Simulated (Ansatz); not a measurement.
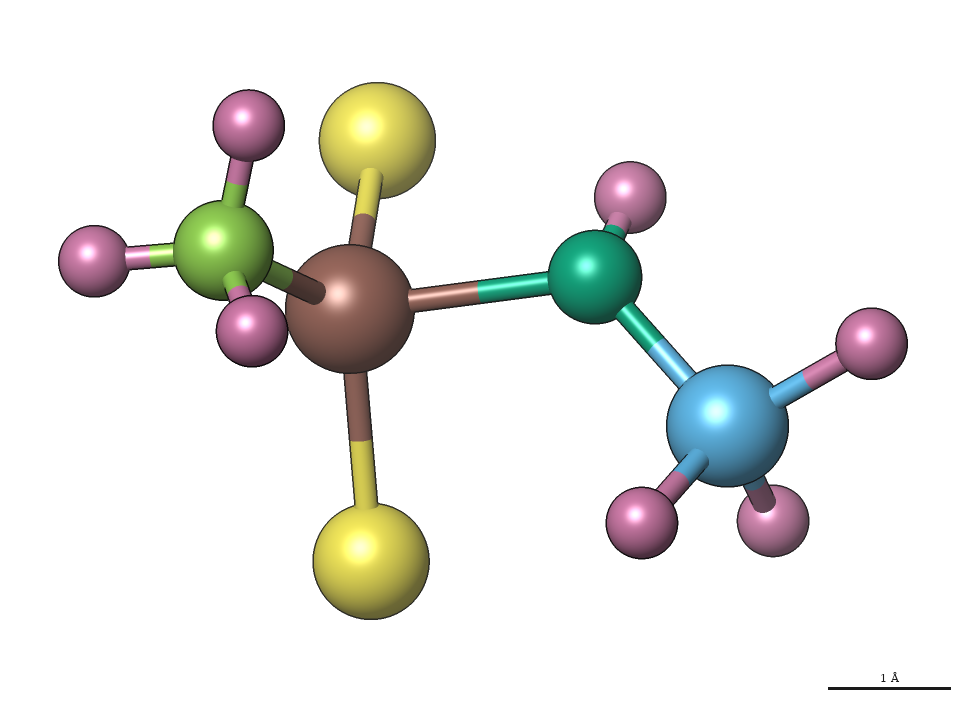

Colours: carbon green, gallium brown, chlorine yellow, oxygen teal, silicon blue, hydrogen pink.

The computed structure is the end point of a PBE0-D4/def2-TZVP optimisation.

Give the formula.

CH7Cl2GaOSi, 13 atoms: 1 carbon, 7 hydrogen, 2 chlorine, 1 gallium, 1 oxygen and 1 silicon.

Name functional groups in it.

Among them: Si–H bond, Si–O bond.

What is the point group of this geometry?

C1.

More results for the same structure follow; atom numbers are the same in all pictures, views and colours differ.

Vibrations

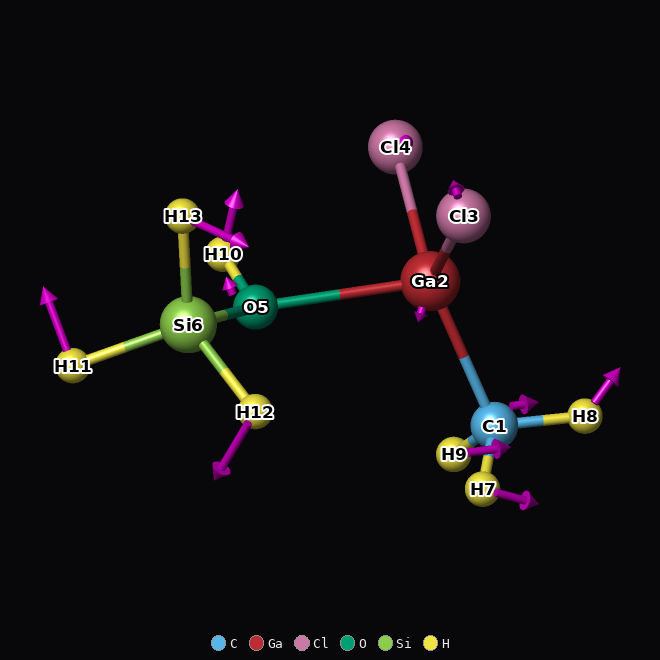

The arrows show one normal mode. Harmonic vibrations computed with RKS PBE0-D4/def2-TZVP (Ansatz 0.2.0) at a stationary point of the same level.

Estimate its harmonic wavenumber.

138 cm⁻¹; it is mode 6 of 33 counted from the lowest.

Dipole moment

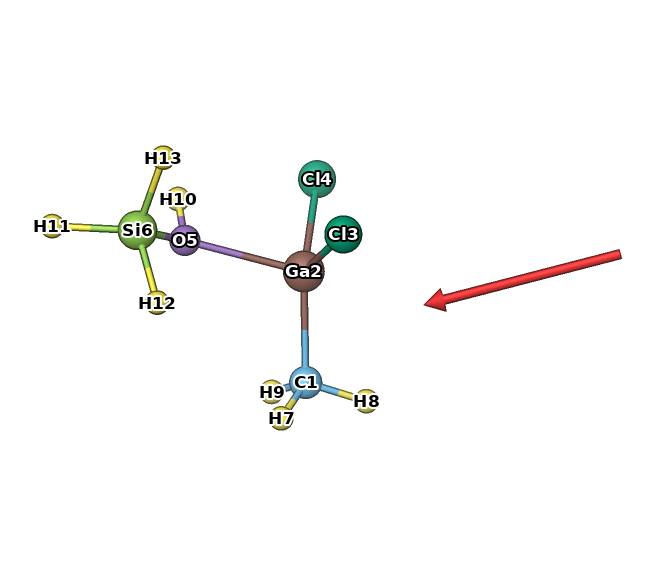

The arrow beside the molecule shows the direction of the dipole moment, from the negative to the positive end (its length means nothing). Method: RKS ωB97M-V/def2-TZVPP (Ansatz 0.2.0).

How large is the dipole moment?

4.13 D; it points from the side of Cl3, Cl4 to the side of H11 (the outermost atoms at the two ends).

Electronic properties

Properties computed with RKS PBE0-D4/def2-SVP (Ansatz 0.2.0).

Estimate the dispersion correction.

−33.5 kJ/mol.

What is the HOMO energy (Kohn–Sham orbital)?

−8.09 eV.

Estimate the LUMO energy (Kohn–Sham orbital).

−0.51 eV.
